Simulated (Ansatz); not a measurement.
**C2H9OSbSi: one molecule under many settings, part 1 of 2**

Aim: run C2H9OSbSi under a spread of inputs, and see what each costs and gives.

The runs use Ansatz 0.2.0, Gaussian basis; the settings change from run to run.

## 1. The geometry

The structure was relaxed beforehand with PBE0-D4 in a triple-zeta def2 set. Sb takes a core potential in def2 sets; no spin-orbit term is included.

SMILES `CC[O][SbH][SiH3]`, 14 atoms, charge 0, spin multiplicity 1.

Atoms are counted from 1 here; the program's logs count them from 0.

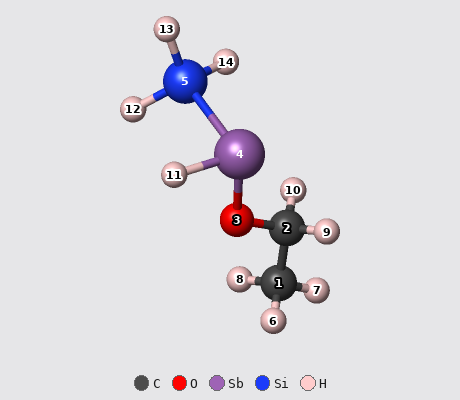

The structure; carbon dark grey, oxygen red, antimony purple, silicon blue, hydrogen pink; atoms are numbered from 1 in the order of the file.

## 2. CCSD(T)/def2-mTZVP

This run has unrestricted orbitals, coordinates scaled by 1.12, finite nuclei.

The input, in.yaml:

```yaml
crystal:
  periodic: [false, false, false]
  atoms:
    - {symbol: C, position_ang: [-1.651880, 1.479151, 1.746508]}
    - {symbol: C, position_ang: [-0.162556, 1.150037, 1.017318]}
    - {symbol: O, position_ang: [-0.415717, 0.788250, -0.500517]}
    - {symbol: Sb, position_ang: [1.382631, 0.487128, -1.766404]}
    - {symbol: Si, position_ang: [1.392333, -2.399235, -1.458224]}
    - {symbol: H, position_ang: [-2.199655, 2.420703, 1.190873]}
    - {symbol: H, position_ang: [-1.498965, 1.758202, 2.928739]}
    - {symbol: H, position_ang: [-2.388483, 0.506232, 1.667951]}
    - {symbol: H, position_ang: [0.580821, 2.128423, 1.121856]}
    - {symbol: H, position_ang: [0.389759, 0.216857, 1.605187]}
    - {symbol: H, position_ang: [0.319438, 0.321368, -3.351150]}
    - {symbol: H, position_ang: [-0.133687, -3.028816, -1.664175]}
    - {symbol: H, position_ang: [2.431766, -3.075976, -2.573665]}
    - {symbol: H, position_ang: [1.939638, -2.785028, 0.067847]}
basis:
  gaussian: {orbitals: def2-mTZVP, nuclear_model: gaussian}
magnetization: {spin_polarized: true, initial_magnetization: 0}
hamiltonian: {xc: {name: HF}}
correlation: {method: ccsd_t}
```

On the command line:

```
$ ansatz run in.yaml --threads 4 --pin off --events-out ev --progress --plain --max-ram 11315MiB
```

The program printed, shortened:

```text
Functional definition: HF
  name "HF"
  cite "Fock, Z. Phys. 61, 126 (1930) doi:10.1007/BF01340294"
  parent pbe
[...]
1486 factors; integrals over basis functions are off by at most 1.1e-3 eV
[...]
mean field -18609.78777938 eV, -683.8970867250 hartree, gradient 4.2e-6 eV, S^2 0.000000; 5 other end points of the search recorded, 0 dependent functions left out
12 core orbitals not correlated: weight in the atoms' cores, before any rotation towards them, 1.000 or more for the frozen orbitals, at most 0.000 for the correlated occupied ones
reference -18609.78777938 eV, -683.8970867250 hartree; 21, 21 occupied and 114, 114 virtual orbitals, 1486 factors
second order -20.09018262 eV of doubles, -0.00000000 eV of singles
cycle   1  -20.65756900 eV  change   -5.7e-1 eV  update   1.6e-1
[...]
cycle  11  -21.86575398 eV  change    3.5e-5 eV  update   2.7e-5
perturbative correction -0.93696902 eV, -0.0344329764 hartree
Total energy: -18632.59050239 eV, -684.7350713392 hartree
```

Wall time 5.1 min (4 threads of AMD EPYC 7R43, shared host); peak memory 3.3 GiB.

⟨S²⟩ 0.000, T1 0.017.

## 3. B3LYP5/def2-TZVPD

Options: the search for lower states set to full.

The input, in.yaml:

```yaml
crystal:
  periodic: [false, false, false]
  atoms:
    - {symbol: C, position_ang: [-1.474893, 1.320670, 1.559382]}
    - {symbol: C, position_ang: [-0.145140, 1.026819, 0.908320]}
    - {symbol: O, position_ang: [-0.371176, 0.703794, -0.446890]}
    - {symbol: Sb, position_ang: [1.234492, 0.434935, -1.577146]}
    - {symbol: Si, position_ang: [1.243155, -2.142174, -1.301985]}
    - {symbol: H, position_ang: [-1.963978, 2.161342, 1.063280]}
    - {symbol: H, position_ang: [-1.338362, 1.569823, 2.614945]}
    - {symbol: H, position_ang: [-2.132574, 0.451993, 1.489242]}
    - {symbol: H, position_ang: [0.518590, 1.900377, 1.001657]}
    - {symbol: H, position_ang: [0.347999, 0.193622, 1.433203]}
    - {symbol: H, position_ang: [0.285212, 0.286936, -2.992099]}
    - {symbol: H, position_ang: [-0.119364, -2.704300, -1.485871]}
    - {symbol: H, position_ang: [2.171219, -2.746408, -2.297915]}
    - {symbol: H, position_ang: [1.731819, -2.486632, 0.060578]}
basis:
  gaussian: {orbitals: def2-TZVPD}
hamiltonian: {xc: {name: B3LYP5}}
scf: {lower_state_search: full}
output: {forces: true}
```

Launched as before.

The program printed, shortened:

```text
Functional definition: B3LYP5
  name "B3LYP5"
  cite "Stephens, Devlin, Chabalowski & Frisch, J. Phys. Chem. 98, 11623 (1994) doi:10.1021/j100096a001"
  cite "Becke, Phys. Rev. A 38, 3098 (1988) doi:10.1103/PhysRevA.38.3098"
  cite "Lee, Yang & Parr, Phys. Rev. B 37, 785 (1988) doi:10.1103/PhysRevB.37.785"
  cite "Vosko, Wilk & Nusair, Can. J. Phys. 58, 1200 (1980) doi:10.1139/p80-159"
[...]
1763 factors; their error is unknown
[...]
mean field -18681.37733065 eV, -686.5279542089 hartree, gradient 2.4e-5 eV, S^2 0.000000; 0 other end points of the search recorded, 0 dependent functions left out
[...]
reference -18681.37767624 eV, -686.5279669092 hartree; 33, 33 occupied and 261, 261 virtual orbitals, 1763 factors
Total energy: -18681.37767624 eV, -686.5279669092 hartree
Atom 0 at    -1.474893     1.320670     1.559382 Å, force    -0.189862     0.048486     0.117727 eV/Å
[...]
Atom 4 at     1.243155    -2.142174    -1.301985 Å, force     0.024519    -0.267453     0.019299 eV/Å
Atom 5 at    -1.963978     2.161342     1.063280 Å, force    -0.006746    -0.005558     0.017608 eV/Å
Atom 6 at    -1.338362     1.569823     2.614945 Å, force    -0.012041     0.001157     0.000550 eV/Å
Atom 7 at    -2.132574     0.451993     1.489242 Å, force    -0.005856     0.016041     0.013775 eV/Å
Atom 8 at     0.518590     1.900377     1.001657 Å, force    -0.013312    -0.017379     0.000241 eV/Å
Atom 9 at     0.347999     0.193622     1.433203 Å, force    -0.007564     0.022948    -0.004535 eV/Å
Atom 10 at     0.285212     0.286936    -2.992099 Å, force    -0.046274     0.010302    -0.087557 eV/Å
Atom 11 at    -0.119364    -2.704300    -1.485871 Å, force     0.064706     0.007069     0.008047 eV/Å
Atom 12 at     2.171219    -2.746408    -2.297915 Å, force    -0.039722     0.011703     0.043975 eV/Å
Atom 13 at     1.731819    -2.486632     0.060578 Å, force    -0.020867    -0.002452    -0.060132 eV/Å
Dipole moment:     0.241339     0.051258     0.077930 e Å
```

It took 24 s on 4 threads of AMD EPYC 7R43, shared host; peak memory 1.1 GiB.

Largest force 0.460 eV/Å, dipole 1.24 D.

## 4. wB97X/def2-mTZVPP

Options: atoms shaken by 0.03 Å, relativity set to none, the search for lower states set to full.

The input, in.yaml:

```yaml
crystal:
  periodic: [false, false, false]
  atoms:
    - {symbol: C, position_ang: [-1.518499, 1.279717, 1.566969]}
    - {symbol: C, position_ang: [-0.080096, 1.003291, 0.877720]}
    - {symbol: O, position_ang: [-0.369167, 0.714488, -0.472482]}
    - {symbol: Sb, position_ang: [1.258428, 0.478149, -1.600201]}
    - {symbol: Si, position_ang: [1.263488, -2.118175, -1.291844]}
    - {symbol: H, position_ang: [-1.981067, 2.167627, 1.118451]}
    - {symbol: H, position_ang: [-1.339691, 1.629927, 2.573348]}
    - {symbol: H, position_ang: [-2.179594, 0.453638, 1.461683]}
    - {symbol: H, position_ang: [0.474716, 1.875363, 1.016364]}
    - {symbol: H, position_ang: [0.325538, 0.163851, 1.427021]}
    - {symbol: H, position_ang: [0.338135, 0.219820, -2.992647]}
    - {symbol: H, position_ang: [-0.114540, -2.667864, -1.484585]}
    - {symbol: H, position_ang: [2.176255, -2.735015, -2.274732]}
    - {symbol: H, position_ang: [1.719616, -2.509493, 0.064017]}
basis:
  gaussian: {orbitals: def2-mTZVPP}
hamiltonian: {xc: {name: wB97X}, pseudopotentials: {relativity: none}}
scf: {lower_state_search: full}
output: {forces: true}
```

Same command.

The program printed, shortened:

```text
Functional definition: wB97X
  name "wB97X"
  cite "Chai & Head-Gordon, J. Chem. Phys. 128, 084106 (2008) doi:10.1063/1.2834918"
  cite "Becke, J. Chem. Phys. 107, 8554 (1997) doi:10.1063/1.475007"
[...]
  # The coefficients of nought are those of the uniform gas.
[...]
      + exact_x_lr(omega)
[...]
      + integral(e_c_pw_opposite_spin*poly(b97_u_opposite, 1, cos1, cos2, cos3, cos4))
1665 factors; integrals over basis functions are off by at most 1.3e-3 eV
440 factors; integrals over basis functions are off by at most 5.9e-6 eV
[...]
mean field -18684.11866923 eV, -686.6286965437 hartree, gradient 7.5e-5 eV, S^2 0.000000; 0 other end points of the search recorded, 0 dependent functions left out
[...]
reference -18684.11862505 eV, -686.6286949200 hartree; 33, 33 occupied and 137, 137 virtual orbitals, 1665 factors
Total energy: -18684.11862505 eV, -686.6286949200 hartree
[...]
Atom 4 at     1.263488    -2.118175    -1.291844 Å, force    -0.275477     0.028052     0.113129 eV/Å
Atom 5 at    -1.981067     2.167627     1.118451 Å, force     0.071102    -0.293369    -0.445924 eV/Å
Atom 6 at    -1.339691     1.629927     2.573348 Å, force    -0.083206    -0.548999     0.728373 eV/Å
Atom 7 at    -2.179594     0.453638     1.461683 Å, force    -0.426952    -0.806299     0.190572 eV/Å
Atom 8 at     0.474716     1.875363     1.016364 Å, force     1.395675     1.522910     0.097714 eV/Å
Atom 9 at     0.325538     0.163851     1.427021 Å, force     0.604737    -0.407410    -0.011458 eV/Å
Atom 10 at     0.338135     0.219820    -2.992647 Å, force    -0.142929     0.079295    -0.249699 eV/Å
Atom 11 at    -0.114540    -2.667864    -1.484585 Å, force     0.245990     0.158201    -0.007941 eV/Å
Atom 12 at     2.176255    -2.735015    -2.274732 Å, force     0.089325    -0.051034    -0.116176 eV/Å
Atom 13 at     1.719616    -2.509493     0.064017 Å, force     0.032062     0.065797     0.012040 eV/Å
Dipole moment:     0.279788     0.056985     0.045280 e Å
```

Wall time 19 s (4 threads of AMD EPYC 7R43, shared host); peak memory 0.62 GiB.

Largest force 4.674 eV/Å, dipole 1.39 D.

## 5. CAM-B3LYP/ANO-RCC-VTZP

Options: D4 dispersion.

The input, in.yaml:

```yaml
crystal:
  periodic: [false, false, false]
  atoms:
    - {symbol: C, position_ang: [-1.474893, 1.320670, 1.559382]}
    - {symbol: C, position_ang: [-0.145140, 1.026819, 0.908320]}
    - {symbol: O, position_ang: [-0.371176, 0.703794, -0.446890]}
    - {symbol: Sb, position_ang: [1.234492, 0.434935, -1.577146]}
    - {symbol: Si, position_ang: [1.243155, -2.142174, -1.301985]}
    - {symbol: H, position_ang: [-1.963978, 2.161342, 1.063280]}
    - {symbol: H, position_ang: [-1.338362, 1.569823, 2.614945]}
    - {symbol: H, position_ang: [-2.132574, 0.451993, 1.489242]}
    - {symbol: H, position_ang: [0.518590, 1.900377, 1.001657]}
    - {symbol: H, position_ang: [0.347999, 0.193622, 1.433203]}
    - {symbol: H, position_ang: [0.285212, 0.286936, -2.992099]}
    - {symbol: H, position_ang: [-0.119364, -2.704300, -1.485871]}
    - {symbol: H, position_ang: [2.171219, -2.746408, -2.297915]}
    - {symbol: H, position_ang: [1.731819, -2.486632, 0.060578]}
basis:
  gaussian: {orbitals: ANO-RCC-VTZP}
hamiltonian: {xc: {name: CAM-B3LYP}, dispersion: d4}
output: {forces: true}
```

Launched as before.

The program printed, shortened:

```text
Functional definition: CAM-B3LYP
  name "CAM-B3LYP"
  cite "Yanai, Tew & Handy, Chem. Phys. Lett. 393, 51 (2004) doi:10.1016/j.cplett.2004.06.011"
  cite "Iikura, Tsuneda, Yanai & Hirao, J. Chem. Phys. 115, 3540 (2001) doi:10.1063/1.1383587"
  cite "Becke, Phys. Rev. A 38, 3098 (1988) doi:10.1103/PhysRevA.38.3098"
  cite "Lee, Yang & Parr, Phys. Rev. B 37, 785 (1988) doi:10.1103/PhysRevB.37.785"
  cite "Vosko, Wilk & Nusair, Can. J. Phys. 58, 1200 (1980) doi:10.1139/p80-159"
[...]
  # Exact exchange under (alpha + beta erf(omega r))/r, Becke's under what is left of 1/r.
[...]
2305 factors; their error is unknown
618 factors; integrals over basis functions are off by at most 1.7e-5 eV
[...]
mean field -188524.64669767 eV, -6928.1529795440 hartree, gradient 2.9e-5 eV, S^2 0.000000; 0 other end points of the search recorded, 0 dependent functions left out
[...]
Atom 4 at     1.243155    -2.142174    -1.301985 Å, force     0.020484    -0.114466     0.038797 eV/Å
Atom 5 at    -1.963978     2.161342     1.063280 Å, force     0.052357    -0.086263     0.045245 eV/Å
Atom 6 at    -1.338362     1.569823     2.614945 Å, force    -0.018651    -0.021982    -0.096728 eV/Å
Atom 7 at    -2.132574     0.451993     1.489242 Å, force     0.067935     0.087187     0.003413 eV/Å
Atom 8 at     0.518590     1.900377     1.001657 Å, force    -0.085222    -0.105914    -0.034943 eV/Å
Atom 9 at     0.347999     0.193622     1.433203 Å, force    -0.060516     0.087939    -0.077284 eV/Å
Atom 10 at     0.285212     0.286936    -2.992099 Å, force     0.068122     0.038839     0.076351 eV/Å
Atom 11 at    -0.119364    -2.704300    -1.485871 Å, force     0.138779     0.063075     0.015510 eV/Å
Atom 12 at     2.171219    -2.746408    -2.297915 Å, force    -0.091679     0.060814     0.094881 eV/Å
Atom 13 at     1.731819    -2.486632     0.060578 Å, force    -0.049815     0.026225    -0.132964 eV/Å
Dipole moment:     0.255005     0.026266     0.068330 e Å
```

It took 80 s on 4 threads of AMD EPYC 7R43, shared host; peak memory 2.4 GiB.

Largest force 0.221 eV/Å, dipole 1.27 D.

(Continued in part 2 of 2.)
